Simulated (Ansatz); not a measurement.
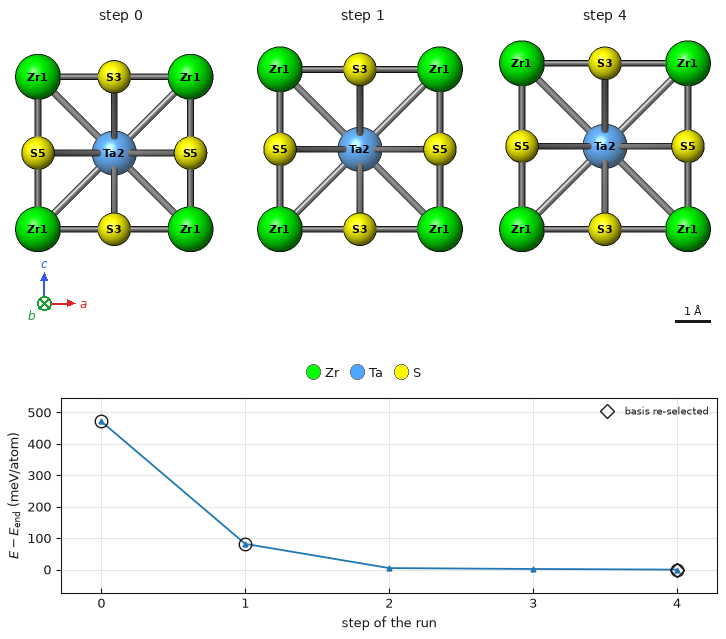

Frames of a relaxation of solid ZrTaS3 (a generated structure, set up in Pm-3m) (coarse preliminary run), marked on the history of the run. The picture is a ball-and-stick view of the cell of the calculation, seen along the b axis.

Computed with DFT PBE, scalar-relativistic, plane waves, PAW (Ansatz).

The input:
```yaml
crystal:
  lattice:
    - [4.48125023, 0.0, 0.0]
    - [0.0, 4.48125023, 0.0]
    - [0.0, 0.0, 4.48125023]
  atoms:
    - { symbol: Zr, position: [0.0, 0.0, 0.0] }
    - { symbol: Ta, position: [0.5, 0.5, 0.5], spin: 1.0 }
    - { symbol: S, position: [0.5, 0.0, 0.0] }
    - { symbol: S, position: [0.0, 0.5, 0.0] }
    - { symbol: S, position: [0.0, 0.0, 0.5] }
basis:
  ecutwfc: 420
kpoints:
  mp_grid: { grid: [4, 4, 4] }
hamiltonian:
  xc: pbe
scf:
  occupations: { method: gaussian, width: 0.1 }
  lower_state_search: "off"
output:
  forces: true
  stress: true
  eigenvalues: true
  populations: true
magnetization:
  spin_polarized: true
relax:
  adjacent_minimum: "off"
  f_tol: 0.04
  max_steps: 70
  cell: { stress_tol: 0.4 }
```

Run as
```bash
ansatz run input.yaml --threads 1 --pin off --max-ram 2560MiB --backend cpu --events-out ev --progress --plain --runs-dir out
```

Q: What happens along the run?

A: After 3 accepted moves (4 points after the start) the energy has fallen by 471 meV per atom. All forces vanish by symmetry, so only the cell relaxes. Pressure: 30.97 GPa at the start and 0.34 GPa at the end. The SCF was repeated once at an unchanged geometry on a basis and grid sized afresh for the cell, which shifted the energy by 2.0 meV per atom at most. No atom moves by more than 0.005 Å relative to the cell. The drawn cell changes as follows: a = b = c 4.481 → 4.877 Å (+8.8 %); the volume changes by +28.9 %. Near-neighbour distances that change, for instance: Ta2–S3 3.169 → 3.449 Å, Zr1–S3 2.241 → 2.439 Å. The space group stays Pm-3m (No. 221). From step 0 to 1: volume +15.3 %, energy −390 meV per atom. From step 1 to 4: volume +11.8 %, energy −81.9 meV per atom.
